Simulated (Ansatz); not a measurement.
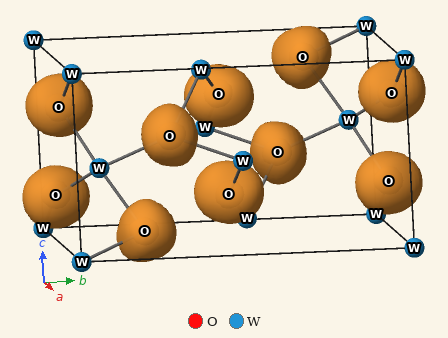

*W3O4. Isosurface of the ELF at 0.7 (orange), seen slightly off an axis. Core shells and regions of very low density are left out. Sticks mark near contacts.*

Space group P2₁/c; built by placing these elements on a known structure type.

All numbers below come from Ansatz, DFT, PAW plane waves, r2SCAN.

Q: Describe the localisation domains.

A: At this value the surface marks out eight regions wrapped around O (the valence shell of each), counted in one cell of 14 atoms. Regions shared between cells count once. Along the contacts the grid gives the following. W–O (1.97 Å): the ELF peaks at about 0.80 in the valence shell of O, 0.6 Å from its nucleus, and drops to about 0.20 between the two atoms. W–W (2.42 Å): the ELF is about 0.50 at the midpoint.
